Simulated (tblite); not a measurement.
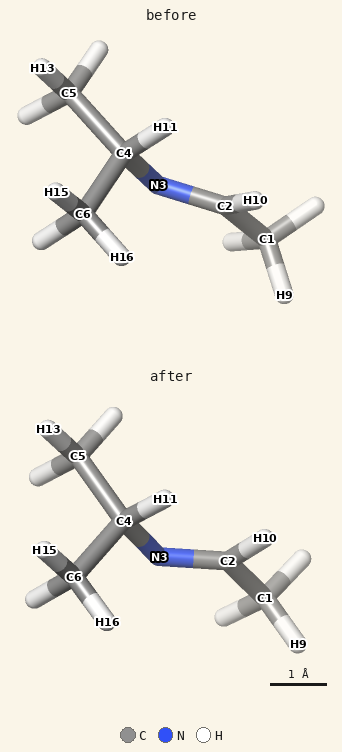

The structure of C5H11N before (top) and after (bottom) a relaxation, at one scale.

Style: stick. Shown from a free direction.

Computed with tblite, GFN2-xTB geometry optimisation, gas phase. 

Question: Summarise the run.

Answer: The atom that moves furthest after the best rigid fit is an H atom (0.50 Å). By element the largest moves are H 0.50 Å, N 0.27 Å, C 0.18 Å. Some distances before and after: C–N 1.483 → 1.436 Å, C–N 1.286 → 1.252 Å, C–C 1.513 → 1.487 Å, C–H 1.103 → 1.086 Å. Among the angles between lasting bonds that change: C–N–C 113.6° → 120.9°, C–C–H 111.7° → 109.5°, C–C–N 119.4° → 121.6°. Groups turn about C–N by about 25°. Over 79 geometry steps the energy falls by 15.6 kJ/mol.
